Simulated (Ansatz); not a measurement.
TiO2, space group I4_1/amd:1 (No. 141), a = 3.818 Å, b = 3.818 Å, c = 9.776 Å, α = 90.00°, β = 90.00°, γ = 90.00°

```csv
site,Wyckoff,x,y,z
Ti,4a,0.0000,0.0000,0.0000
O,8e,0.0000,0.0000,0.2053
```

Origin: the geometry relaxed with DFT PBE+U, scalar-relativistic, plane waves, PAW (Ansatz).

**Describe the coordination of Ti.**

TiO6: a strongly distorted octahedron (coordination number 6, S = 3.32; next best trigonal prism, S = 12.2). Bonds: 4 × Ti–O 1.96 Å and 2 × Ti–O 2.01 Å. The next neighbour, not counted, lies at 3.10 Å.

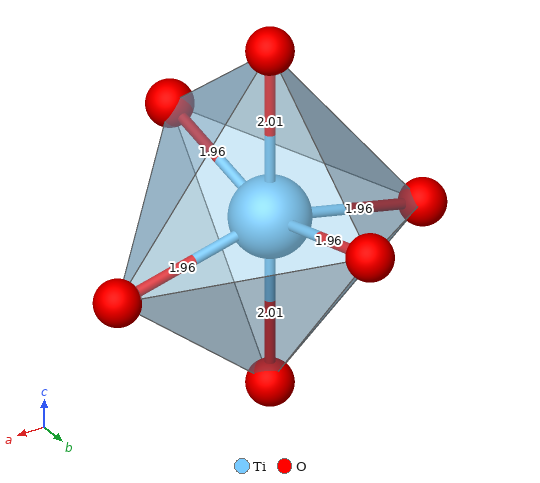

The polyhedron about Ti. The shape measure S (0 to 100) is the computed least-squares distance from an ideal polyhedron; S = 0 means ideal.
